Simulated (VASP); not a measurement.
```
CELL_PARAMETERS angstrom
      3.01009     0.00000     0.00000
      0.00000     3.01009     0.00000
      0.00000     0.00000     4.54380
ATOMIC_POSITIONS crystal
  Mg 0.00000 0.00000 0.00000
  Zr 0.50000 0.50000 0.50000
```

Calculation: LDA (Ceperley-Alder, Perdew-Zunger), VASP's LDA PAW potentials (set 64) (plane waves; VASP 6.6.1). Run with 400 eV cut-off, 14×14×9 Γ-centred mesh, tetrahedra with Blöchl corrections, potentials Mg Zr_sv.

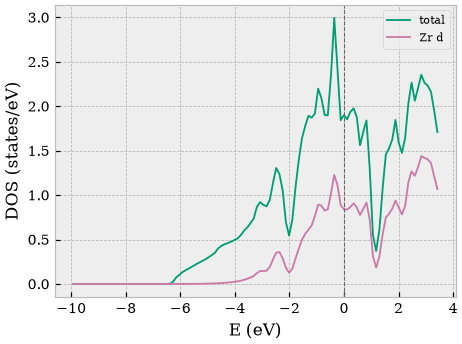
*Total and projected density of states, zero at the Fermi level*

Within 2 eV below the Fermi level the largest weight inside VASP's projection spheres is Zr d.

It has no gap at this level: it comes out as a metal or semimetal.

The structure comes from a computed database's MgZr entry (P4/mmm); how it stands against other phases isn't given here. It was relaxed first, which changed the volume by -7 %.
